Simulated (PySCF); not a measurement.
F₈Zr₂ (Zr2(F)8)

```xyz
10

Zr    1.2164   -0.7660    1.0544
F     2.3774   -1.8011   -0.0110
F     0.6304   -2.0043    2.3569
F     2.1130    0.4913    2.1390
F    -0.8215   -0.6719    0.4598
Zr   -1.1847    0.7640   -1.0544
F    -0.7296    0.4147   -2.8514
F    -1.3494    2.5981   -0.6421
F    -2.9853    0.1873   -1.0088
F     0.8581    0.7111   -0.4379
```

Geometry: PBE0-D3(BJ)/def2-SVP; core potentials replace the inner electrons of Zr.

Method: CAM-B3LYP/def2-SVPD, SCF density, gas phase, scalar-relativistic core potentials on the heavy atoms in PySCF.

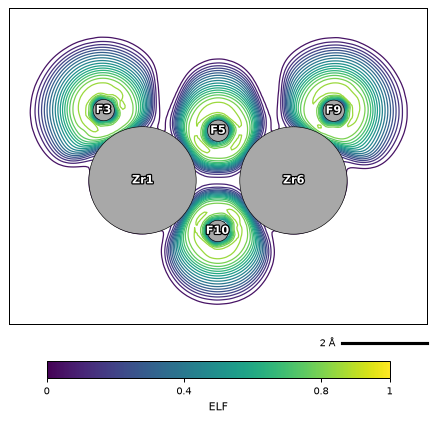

Figure 1. Electron localisation function on the plane of atoms Zr1, F5 and Zr6. Grey discs cover the atomic cores.

### What do the fields say about this system?

- Atoms in the plane: Zr and F.
- Zr–F (1.89 Å): the ELF peaks at about 0.85 in the valence shell of F, 0.5 Å from its nucleus, and drops to about 0.20 between the two atoms.
- Zr–F (2.12 Å): the ELF is about 0.15 at the midpoint.

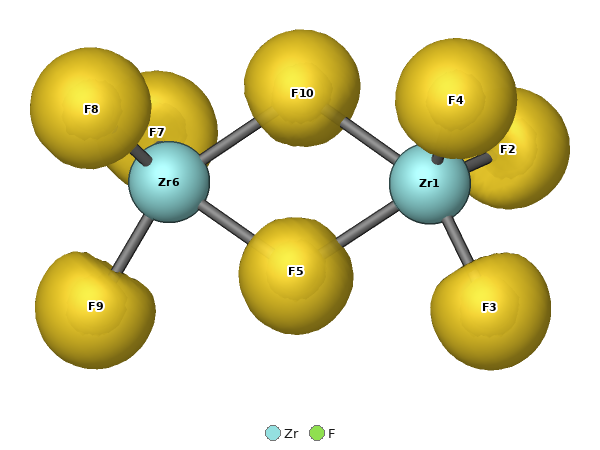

Figure 2. Isosurface of the electron localisation function at 0.75 (yellow), seen at a tilt. Only the valence region is drawn (cores and ρ < 0.01 e/Å³ removed).

### Describe the localisation domains.

At this value the surface marks out eight regions wrapped around F (the valence shell of each).

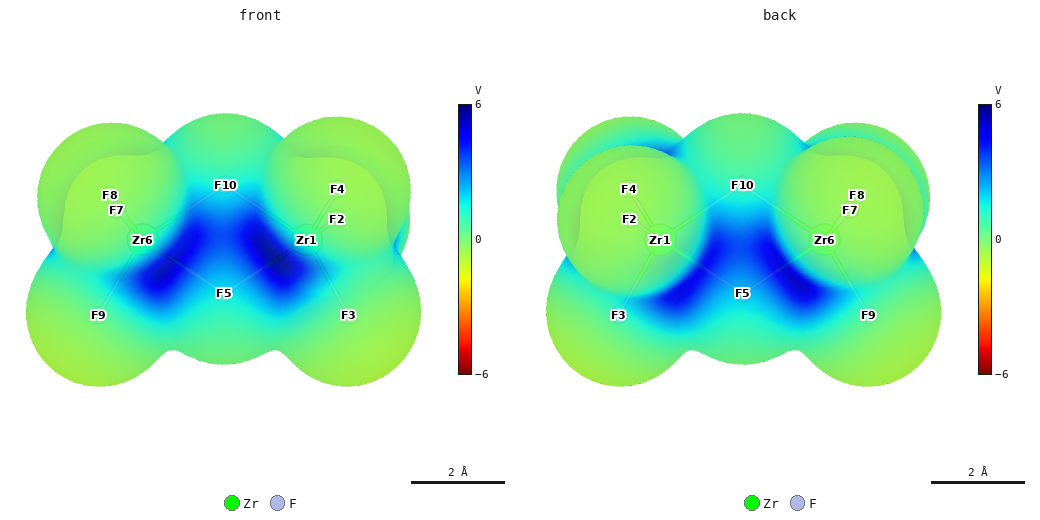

Figure 3. The molecular electrostatic potential painted on the density surface at 0.002 e/bohr³, seen from the front and from behind; the colour scale runs from red (negative) to blue (positive).

### Where is the surface potential most negative and most positive?

The most negative region (about −0.8 V) lies over F3 and F9, the most positive (about +5.2 V) over Zr1 and Zr6.

### What dipole moment does the calculation give?

Its dipole moment is 0.21 D.
